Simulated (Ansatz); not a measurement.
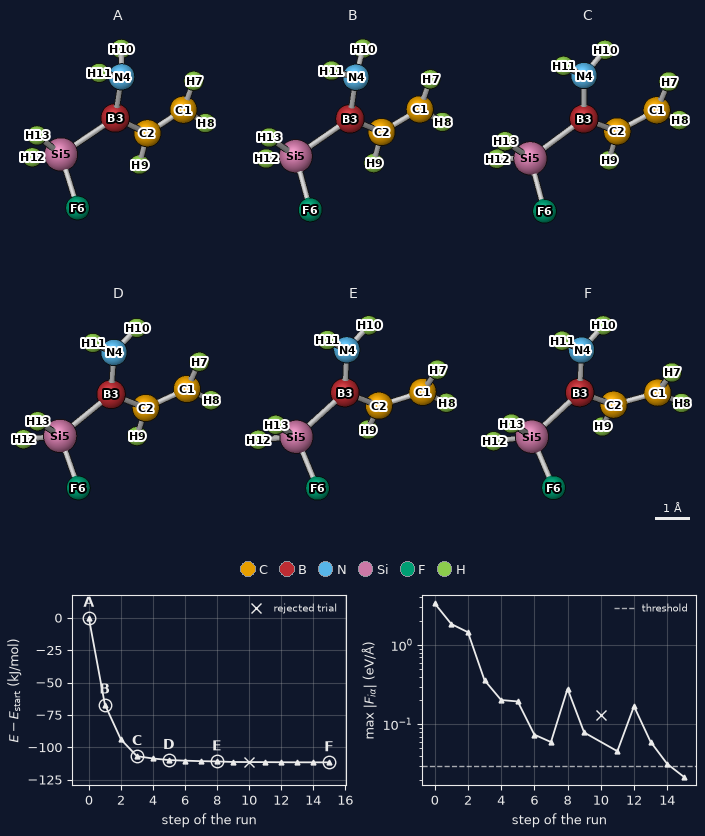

Frames of a relaxation of C2H7BFNSi (coarse preliminary run), marked on the history of the run. Style: ball-and-stick. Shown at a tilt.

The start comes from a force field.

Theory: RKS PBE-D4/def2-SVP in Ansatz. Set-up: force threshold 0.03 eV/Å; at most 200 steps.

> Describe the path.

The largest move after the best rigid fit is that of H9, 0.68 Å. By element the largest moves are H 0.68 Å, N 0.49 Å, C 0.26 Å, B 0.23 Å, F 0.22 Å, Si 0.17 Å. Near-neighbour distances that change, for instance: B3–N4 1.505 → 1.403 Å, Si5–H13 1.415 → 1.513 Å, Si5–F6 1.714 → 1.653 Å, Si5–H12 1.452 → 1.512 Å. Among the angles between lasting bonds that change: B3–N4–H10 107.1° → 122.3°, B3–N4–H11 115.3° → 124.3°, C2–C1–H8 115.3° → 122.7°. Groups turn about C2–B3 by about 35°. Over 14 accepted moves (15 points after the start) the energy falls by 111.6 kJ/mol. Largest force component: 3.4 eV/Å at the start, 0.022 eV/Å at the end. The line search rejected the trial step at point 10 of the run. The run took 28 s on 4 threads of Arm Neoverse V1, on a shared host. From step 0 to 1: H10 moves most (0.19 Å), energy −66.9 kJ/mol. From step 1 to 3: N4 moves most (0.30 Å), energy −39.9 kJ/mol. From step 3 to 5: B and H atoms move most (0.14 Å), energy −3.00 kJ/mol. From step 5 to 8: H7 moves most (0.32 Å), energy −1.06 kJ/mol. From step 8 to 15: H9 moves most (0.12 Å), energy −0.70 kJ/mol.

```json
{"step": "0", "E − E(0), kJ/mol": "0.00", "largest force component, eV/Å": "3.3570", "note": ""}
{"step": "1", "E − E(0), kJ/mol": "-66.95", "largest force component, eV/Å": "1.8444", "note": ""}
{"step": "2", "E − E(0), kJ/mol": "-93.86", "largest force component, eV/Å": "1.4532", "note": ""}
{"step": "3", "E − E(0), kJ/mol": "-106.81", "largest force component, eV/Å": "0.3601", "note": ""}
{"step": "4", "E − E(0), kJ/mol": "-108.59", "largest force component, eV/Å": "0.2026", "note": ""}
{"step": "5", "E − E(0), kJ/mol": "-109.81", "largest force component, eV/Å": "0.1942", "note": ""}
{"step": "6", "E − E(0), kJ/mol": "-110.27", "largest force component, eV/Å": "0.0741", "note": ""}
{"step": "7", "E − E(0), kJ/mol": "-110.65", "largest force component, eV/Å": "0.0597", "note": ""}
{"step": "8", "E − E(0), kJ/mol": "-110.88", "largest force component, eV/Å": "0.2808", "note": ""}
{"step": "9", "E − E(0), kJ/mol": "-111.29", "largest force component, eV/Å": "0.0789", "note": ""}
{"step": "10", "E − E(0), kJ/mol": "-111.22", "largest force component, eV/Å": "0.1329", "note": "rejected"}
{"step": "11", "E − E(0), kJ/mol": "-111.41", "largest force component, eV/Å": "0.0457", "note": ""}
{"step": "12", "E − E(0), kJ/mol": "-111.49", "largest force component, eV/Å": "0.1692", "note": ""}
{"step": "13", "E − E(0), kJ/mol": "-111.54", "largest force component, eV/Å": "0.0602", "note": ""}
{"step": "14", "E − E(0), kJ/mol": "-111.56", "largest force component, eV/Å": "0.0317", "note": ""}
{"step": "15", "E − E(0), kJ/mol": "-111.57", "largest force component, eV/Å": "0.0217", "note": ""}
```
